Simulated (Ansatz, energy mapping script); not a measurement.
**Spin model of NiO from collinear orders**

Wanted: the magnetic order of NiO, its couplings and an estimate of its ordering temperature, by PBE+U (6 eV).

Calculated with Ansatz 0.2.0; PBE with U = 6 eV on Ni d, ortho-atomic projectors; plane waves, U on orthogonalised atomic orbitals unless named otherwise, collinear spin, no spin–orbit coupling.

**What experiment says.**

For NiO, rock salt (literature value for NiO), “Observation and resonant x-ray optical interpretation of multi-atom resonant photoemission effects in O 1s emission from NiO” (2006, arxiv:cond-mat/0609101) quotes earlier work: ordering temperature (Neel temperature) 524 K [Literature value cited from another work, not measured on this sample.].

This is a report of a sequence of runs, with most program output left out.

**1. Set-up**

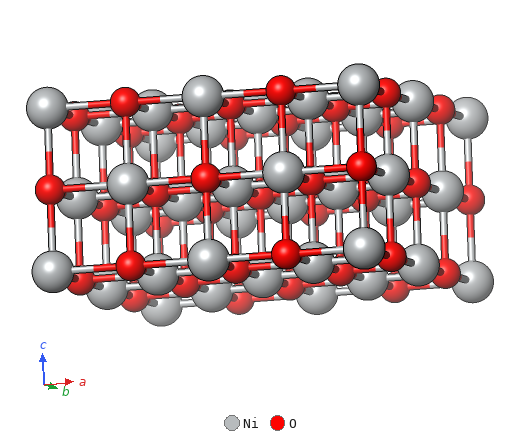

The cell as given, from a free direction (nickel light grey, oxygen red). 2×2×1 cells are drawn. This picture shows the conventional cell, with its axes. Some periodic images of atoms are drawn too.

The U corrects the self-interaction that lets semilocal functionals spread d and f electrons too far. Its value here is typed, not computed.

**2. A first run with parallel moments**

One run in the crystal's own cell, under PBE with U = 5.4 eV on Ni d, ortho-atomic projectors, shows which elements keep a moment. Transition or f elements with 0.3 μB or more enter the spin model; moments induced on other atoms do not.

input.yaml

```yaml
crystal:
  lattice:
    - [0.0, 2.085901641, 2.085901641]
    - [2.085901641, 0.0, 2.085901641]
    - [2.085901641, 2.085901641, 0.0]
  atoms:
    - { symbol: Ni, position: [0.0, 0.0, 0.0], spin: 2.0 }
    - { symbol: O, position: [0.5, 0.5, 0.5] }
magnetization:
  spin_polarized: true
kpoints:
  mp_grid: { grid: [11, 11, 11] }
hamiltonian:
  xc: pbe
  hubbard:
    sites: [{ species: Ni, l: d, u_eff: 5.4 }]
    projectors: ortho-atomic
scf:
  occupations: { method: fermi_dirac, width: 0.05 }
output:
  eigenvalues: true
```

On the command line:

```
> ansatz run input.yaml --threads 4 --pin off --max-ram 8192MiB --backend cpu --events-out ev --progress --plain --runs-dir out
```

Run time: 3.1 s. Hardware: 4 threads of Arm Neoverse V1, shared host; peak memory 0.46 GiB; 9.2 s of CPU time.

Spin moment in the sphere by atom:

```csv
atom,spin moment in the sphere (μB)
Ni1,1.70
O2,0.22
```

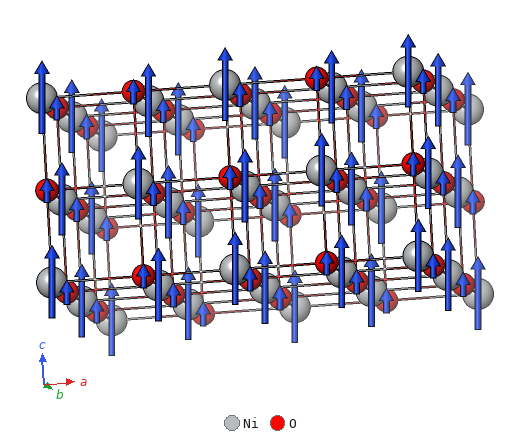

Spin moment in the sphere as arrows, the longest 1.70 μB. Up and down stand for the sign. Arrows give size and sign along the axis of quantisation, drawn up and down the page. Each arrow also spans its atom, so small moments look longer than they are. 2×2×1 conventional cells are drawn. Some periodic images of atoms are drawn too.

The run ends ferromagnetic; Ni carries the moments.

**3. Seed run in the crystal's own cell**

A corrected shell can settle in several orbital fillings. One parallel run, with an occupation width a fifth wider than the orders use, therefore is to supply the occupation matrices. All orders start from them.

input.yaml, the sections that differ from step 2:

```yaml
hamiltonian:
  xc: pbe
  hubbard:
    sites: [{ species: Ni, l: d, u_eff: 6.0 }]
    projectors: ortho-atomic
scf:
  occupations: { method: fermi_dirac, width: 0.06 }
# crystal, magnetization, kpoints, output: as in step 2
```

The job ended after 3.3 s (4 threads; peak memory 0.45 GiB).

Numbers from this step:

- final state: ferromagnetic
- electrons in the corrected shells: 8.276 e
- largest moment: 1.716 μB

**4. Order 1: parallel, cell A of 4 atoms**

The parallel order is the zero of energy for this cell and mesh.

input.yaml

```yaml
crystal:
  lattice:
    - [0.0, -2.085901641, -2.085901641]
    - [0.0, 2.085901641, -2.085901641]
    - [4.171803282, 0.0, 0.0]
  atoms:
    - { symbol: Ni, position: [0.5, 0.5, 0.5], spin: 2.0 }
    - { symbol: Ni, position: [0.0, 0.0, 0.0], spin: 2.0 }
    - { symbol: O, position: [0.5, 0.5, 0.0] }
    - { symbol: O, position: [0.0, 0.0, 0.5] }
magnetization:
  spin_polarized: true
kpoints:
  mp_grid: { grid: [9, 9, 6] }
hamiltonian:
  xc: pbe
  hubbard:
    sites:
      - { species: Ni, l: d, u_eff: 6.0 }
      - { site: 0, l: d, u_eff: 6.0, starting_ns: [{ spin: up, occupation_matrix: ni1_major }, { spin: down, occupation_matrix: ni1_minor }] }
      - { site: 1, l: d, u_eff: 6.0, starting_ns: [{ spin: up, occupation_matrix: ni1_major }, { spin: down, occupation_matrix: ni1_minor }] }
    projectors: ortho-atomic
    occupation_matrices:
      ni1_major:
        matrix:
          - [0.998, 0.0, 0.0, 0.0, 0.0]
          - [0.0, 0.999, 0.0, 0.0, 0.0]
          - [0.0, 0.0, 0.999, 0.0, 0.0]
          - [0.0, 0.0, 0.0, 0.998, 0.0]
          - [0.0, 0.0, 0.0, 0.0, 0.999]
      ni1_minor:
        matrix:
          - [0.146, 0.0, 0.0, 0.0, 0.0]
          - [0.0, 0.997, 0.0, 0.0, 0.0]
          - [0.0, 0.0, 0.997, 0.0, 0.0]
          - [0.0, 0.0, 0.0, 0.146, 0.0]
          - [0.0, 0.0, 0.0, 0.0, 0.997]
scf:
  occupations: { method: fermi_dirac, width: 0.05 }
output:
  eigenvalues: true
  write_density: true
  write_potential: true
  elf: true
  volumetric_format: npy
```

Wall time 3.4 s (4 threads); peak memory 0.41 GiB.

Spin moment in the sphere by atom:

```csv
atom,spin moment in the sphere (μB)
Ni1,1.72
Ni2,1.72
O3,0.21
O4,0.21
```

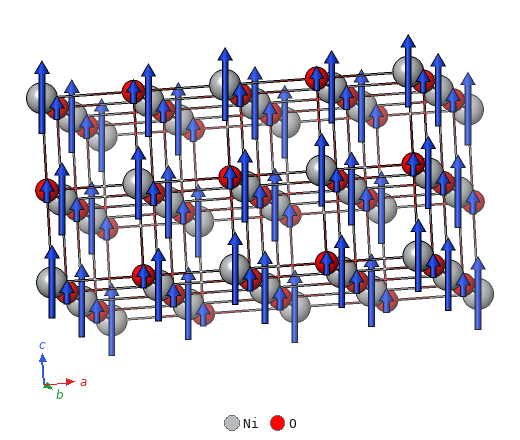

Spin moment in the sphere as arrows, the longest 1.72 μB. Up and down stand for the sign. Arrows give size and sign along the axis of quantisation, drawn up and down the page. Each arrow also spans its atom, so small moments look longer than they are. 2×2×1 conventional cells are drawn. Some periodic images of atoms are drawn too.

The run ends ferromagnetic.

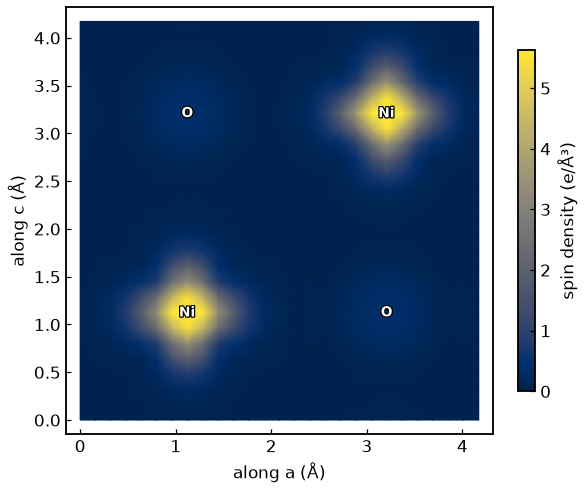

Spin density in the ac plane of the conventional cell at fractional y = 0.000, with atoms of Ni and O within 0.2 Å of it. The map starts off the cell's origin, so that atoms lie inside it.

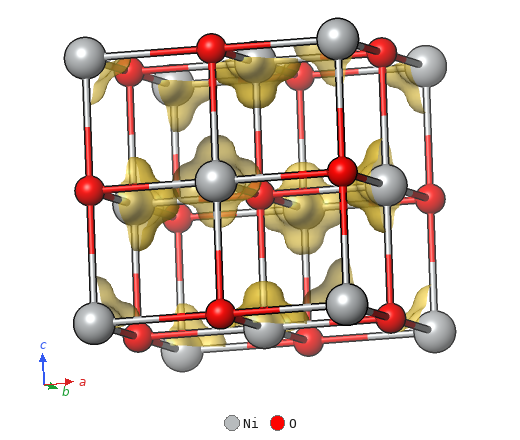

Surface of spin density = 0.45 e/Å³, which holds about 70 % of the integral of its size.

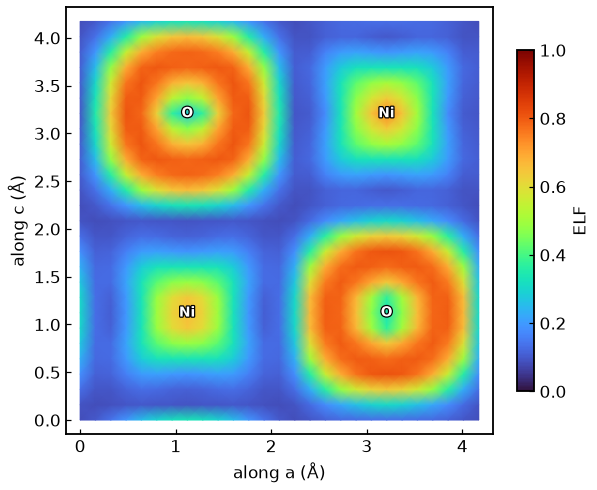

ELF in the ac plane of the conventional cell at fractional y = 0.000, with atoms of Ni and O within 0.2 Å of it. It is the smooth field of the valence electrons, not physical close to the nuclei. The map starts off the cell's origin, so that atoms lie inside it.

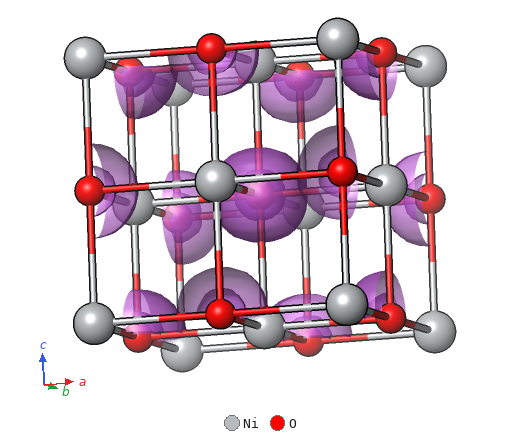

Surface of ELF = 0.73.

**5. Order 2: compensated +−, cell A of 4 atoms**

This order reverses 8 of the 12 neighbours at 2.95 Å, 0 of the 6 neighbours at 4.17 Å and 16 of the 24 neighbours at 5.11 Å, counted for an average magnetic atom.

input.yaml: that of step 4 with these lines changed.

```diff
@@ -7,3 +7,3 @@
     - { symbol: Ni, position: [0.5, 0.5, 0.5], spin: 2.0 }
-    - { symbol: Ni, position: [0.0, 0.0, 0.0], spin: 2.0 }
+    - { symbol: Ni, position: [0.0, 0.0, 0.0], spin: -2.0 }
     - { symbol: O, position: [0.5, 0.5, 0.0] }
@@ -20,3 +20,3 @@
       - { site: 0, l: d, u_eff: 6.0, starting_ns: [{ spin: up, occupation_matrix: ni1_major }, { spin: down, occupation_matrix: ni1_minor }] }
-      - { site: 1, l: d, u_eff: 6.0, starting_ns: [{ spin: up, occupation_matrix: ni1_major }, { spin: down, occupation_matrix: ni1_minor }] }
+      - { site: 1, l: d, u_eff: 6.0, starting_ns: [{ spin: up, occupation_matrix: ni1_minor }, { spin: down, occupation_matrix: ni1_major }] }
     projectors: ortho-atomic
```

Wall time 1.6 s (4 threads); peak memory 0.4 GiB.

Spin moment in the sphere by atom:

```
atom  spin moment in the sphere (μB)
 Ni1                            1.72
 Ni2                           -1.72
  O3                           -0.07
  O4                            0.07
```

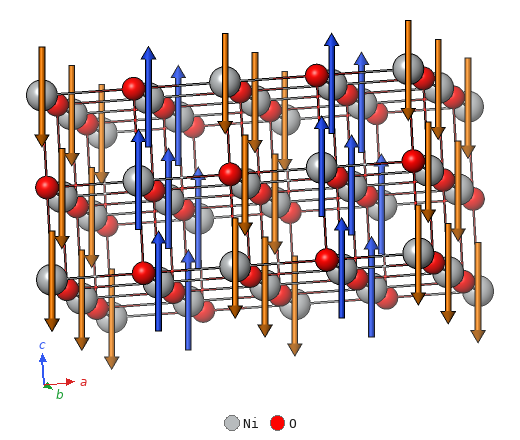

Spin moment in the sphere as arrows, the longest 1.72 μB. Up and down stand for the sign. Arrows give size and sign along the axis of quantisation, drawn up and down the page. The two directions have two colours. 2×2×1 conventional cells are drawn. Some periodic images of atoms are drawn too.

The run ends antiferromagnetic, 10.46 meV a magnetic atom above the parallel order of its cell.

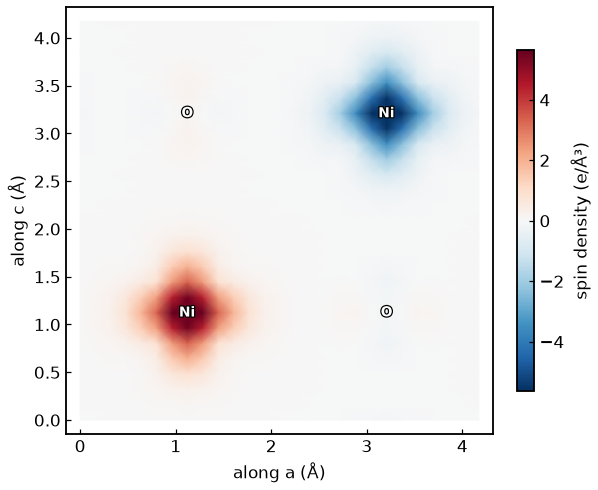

Spin density in the ac plane of the conventional cell at fractional y = 0.000, with atoms of Ni and O within 0.2 Å of it. The map starts off the cell's origin, so that atoms lie inside it.

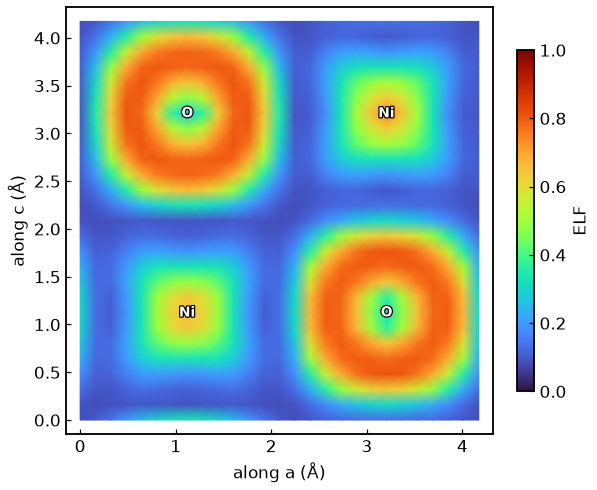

ELF in the ac plane of the conventional cell at fractional y = 0.000, with atoms of Ni and O within 0.2 Å of it. It is the smooth field of the valence electrons, not physical close to the nuclei. The map starts off the cell's origin, so that atoms lie inside it.

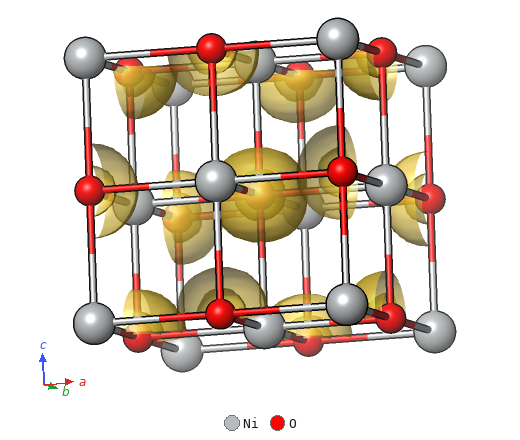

Surface of ELF = 0.73.

**6. Another try at this order**

The input is changed once more, to see how this run answers a poor choice.

input.yaml: that of step 5 with these lines changed.

```diff
@@ -12,2 +12,3 @@
   spin_polarized: true
+  spin_orbit: true
 kpoints:
@@ -37,9 +38,7 @@
           - [0.0, 0.0, 0.0, 0.0, 0.997]
+  pseudopotentials: { kind: nc }
 scf:
   occupations: { method: fermi_dirac, width: 0.05 }
+  max_iter: 75
 output:
   eigenvalues: true
-  write_density: true
-  write_potential: true
-  elf: true
-  volumetric_format: npy
```

Wall time 0.02 s (4 threads); peak memory 0.032 GiB.

The input was rejected at the start.

The program's message: “Error: 2 input errors — fix all and re-run”

The change that led to it: magnetization and hamiltonian.pseudopotentials = {"kind": "nc"}.

**7. Run 3 (parallel; cell B, 4 atoms)**

The parallel order again, as the reference for this cell.

This run holds the same structure in another cell (c 4.172 → 5.109 Å, α 90.0 → 73.2°, β 90.0 → 73.2°, γ 90.0 → 60.0°).

input.yaml

```yaml
crystal:
  lattice:
    - [0.0, -2.085901641, -2.085901641]
    - [-2.085901641, 0.0, -2.085901641]
    - [2.085901641, 2.085901641, -4.171803282]
  atoms:
    - { symbol: Ni, position: [0.5, 0.5, 0.5], spin: 2.0 }
    - { symbol: Ni, position: [0.0, 0.0, 0.0], spin: 2.0 }
    - { symbol: O, position: [0.75, 0.75, 0.75] }
    - { symbol: O, position: [0.25, 0.25, 0.25] }
magnetization:
  spin_polarized: true
kpoints:
  mp_grid: { grid: [10, 10, 10] }
hamiltonian:
  xc: pbe
  hubbard:
    sites:
      - { species: Ni, l: d, u_eff: 6.0 }
      - { site: 0, l: d, u_eff: 6.0, starting_ns: [{ spin: up, occupation_matrix: ni1_major }, { spin: down, occupation_matrix: ni1_minor }] }
      - { site: 1, l: d, u_eff: 6.0, starting_ns: [{ spin: up, occupation_matrix: ni1_major }, { spin: down, occupation_matrix: ni1_minor }] }
    projectors: ortho-atomic
    occupation_matrices:
      ni1_major:
        matrix:
          - [0.998, 0.0, 0.0, 0.0, 0.0]
          - [0.0, 0.999, 0.0, 0.0, 0.0]
          - [0.0, 0.0, 0.999, 0.0, 0.0]
          - [0.0, 0.0, 0.0, 0.998, 0.0]
          - [0.0, 0.0, 0.0, 0.0, 0.999]
      ni1_minor:
        matrix:
          - [0.146, 0.0, 0.0, 0.0, 0.0]
          - [0.0, 0.997, 0.0, 0.0, 0.0]
          - [0.0, 0.0, 0.997, 0.0, 0.0]
          - [0.0, 0.0, 0.0, 0.146, 0.0]
          - [0.0, 0.0, 0.0, 0.0, 0.997]
scf:
  occupations: { method: fermi_dirac, width: 0.05 }
output:
  eigenvalues: true
```

Elapsed: 5.9 s, on 4 threads; peak memory 0.49 GiB; 22 s of CPU time.

The run ends ferromagnetic. For each magnetic atom its energy differs from the parallel run of the first cell by 0.04 meV, an error that one common reference would have brought in.

**8. Run 4 (compensated +−; cell B, 4 atoms)**

This order reverses 6 of the 12 neighbours at 2.95 Å, 6 of the 6 neighbours at 4.17 Å and 12 of the 24 neighbours at 5.11 Å, counted for an average magnetic atom.

input.yaml: that of step 7 with these lines changed.

```diff
@@ -7,3 +7,3 @@
     - { symbol: Ni, position: [0.5, 0.5, 0.5], spin: 2.0 }
-    - { symbol: Ni, position: [0.0, 0.0, 0.0], spin: 2.0 }
+    - { symbol: Ni, position: [0.0, 0.0, 0.0], spin: -2.0 }
     - { symbol: O, position: [0.75, 0.75, 0.75] }
@@ -20,3 +20,3 @@
       - { site: 0, l: d, u_eff: 6.0, starting_ns: [{ spin: up, occupation_matrix: ni1_major }, { spin: down, occupation_matrix: ni1_minor }] }
-      - { site: 1, l: d, u_eff: 6.0, starting_ns: [{ spin: up, occupation_matrix: ni1_major }, { spin: down, occupation_matrix: ni1_minor }] }
+      - { site: 1, l: d, u_eff: 6.0, starting_ns: [{ spin: up, occupation_matrix: ni1_minor }, { spin: down, occupation_matrix: ni1_major }] }
     projectors: ortho-atomic
```

Wall time 3.1 s (4 threads); peak memory 0.48 GiB; 12 s of CPU time.

The run ends antiferromagnetic, 107.66 meV a magnetic atom below the parallel order of its cell.

**9. Run 5 (parallel; cell C, 6 atoms)**

A new cell needs its own zero of energy.

input.yaml

```yaml
crystal:
  lattice:
    - [0.0, 2.085901641, 2.085901641]
    - [-2.085901641, 0.0, -2.085901641]
    - [-4.171803282, -4.171803282, 4.171803282]
  atoms:
    - { symbol: Ni, position: [0.0, 0.0, 0.0], spin: 2.0 }
    - { symbol: Ni, position: [0.333333333, 0.666666667, 0.666666667], spin: 2.0 }
    - { symbol: Ni, position: [0.666666667, 0.333333333, 0.333333333], spin: 2.0 }
    - { symbol: O, position: [0.666666667, 0.333333333, 0.833333333] }
    - { symbol: O, position: [0.0, 0.0, 0.5] }
    - { symbol: O, position: [0.333333333, 0.666666667, 0.166666667] }
magnetization:
  spin_polarized: true
kpoints:
  mp_grid: { grid: [10, 10, 4] }
hamiltonian:
  xc: pbe
  hubbard:
    sites:
      - { species: Ni, l: d, u_eff: 6.0 }
      - { site: 0, l: d, u_eff: 6.0, starting_ns: [{ spin: up, occupation_matrix: ni1_major }, { spin: down, occupation_matrix: ni1_minor }] }
      - { site: 1, l: d, u_eff: 6.0, starting_ns: [{ spin: up, occupation_matrix: ni1_major }, { spin: down, occupation_matrix: ni1_minor }] }
      - { site: 2, l: d, u_eff: 6.0, starting_ns: [{ spin: up, occupation_matrix: ni1_major }, { spin: down, occupation_matrix: ni1_minor }] }
    projectors: ortho-atomic
    occupation_matrices:
      ni1_major:
        matrix:
          - [0.998, 0.0, 0.0, 0.0, 0.0]
          - [0.0, 0.999, 0.0, 0.0, 0.0]
          - [0.0, 0.0, 0.999, 0.0, 0.0]
          - [0.0, 0.0, 0.0, 0.998, 0.0]
          - [0.0, 0.0, 0.0, 0.0, 0.999]
      ni1_minor:
        matrix:
          - [0.146, 0.0, 0.0, 0.0, 0.0]
          - [0.0, 0.997, 0.0, 0.0, 0.0]
          - [0.0, 0.0, 0.997, 0.0, 0.0]
          - [0.0, 0.0, 0.0, 0.146, 0.0]
          - [0.0, 0.0, 0.0, 0.0, 0.997]
scf:
  occupations: { method: fermi_dirac, width: 0.05 }
output:
  eigenvalues: true
```

Elapsed: 5.8 s, on 4 threads; peak memory 0.5 GiB.

The run ends ferromagnetic. For each magnetic atom its energy differs from the parallel run of the first cell by 0.11 meV, an error that one common reference would have brought in.

**10. Run 6 (uncompensated ++−; cell C, 6 atoms)**

This order reverses 4 of the 12 neighbours at 2.95 Å, 4 of the 6 neighbours at 4.17 Å and 12 of the 24 neighbours at 5.11 Å, counted for an average magnetic atom.

input.yaml: that of step 9 with these lines changed.

```diff
@@ -8,3 +8,3 @@
     - { symbol: Ni, position: [0.333333333, 0.666666667, 0.666666667], spin: 2.0 }
-    - { symbol: Ni, position: [0.666666667, 0.333333333, 0.333333333], spin: 2.0 }
+    - { symbol: Ni, position: [0.666666667, 0.333333333, 0.333333333], spin: -2.0 }
     - { symbol: O, position: [0.666666667, 0.333333333, 0.833333333] }
@@ -23,3 +23,3 @@
       - { site: 1, l: d, u_eff: 6.0, starting_ns: [{ spin: up, occupation_matrix: ni1_major }, { spin: down, occupation_matrix: ni1_minor }] }
-      - { site: 2, l: d, u_eff: 6.0, starting_ns: [{ spin: up, occupation_matrix: ni1_major }, { spin: down, occupation_matrix: ni1_minor }] }
+      - { site: 2, l: d, u_eff: 6.0, starting_ns: [{ spin: up, occupation_matrix: ni1_minor }, { spin: down, occupation_matrix: ni1_major }] }
     projectors: ortho-atomic
```

The job ended after 5.4 s (4 threads; peak memory 0.51 GiB).

The run ends ferrimagnetic, 75.00 meV a magnetic atom below the parallel order of its cell.

(Continued in part 2 of 2.)

[Logs and program files are shortened in this print: banners, set-up blocks, solver, clock and traceback lines can be left out without a mark of their own.]

[Logs are printed without paths, hosts, clocks, repeated set-up lines and the standing remarks that a program may print on its own settings, such as how far it seeks lower states.]

[Hosts, paths, dates, database ids (printed as entryN), source tags and the programs' standing remarks are cut or masked in the printed files.]

[Where a cell is said to come from a database of computed structures, the database is the Materials Project.]
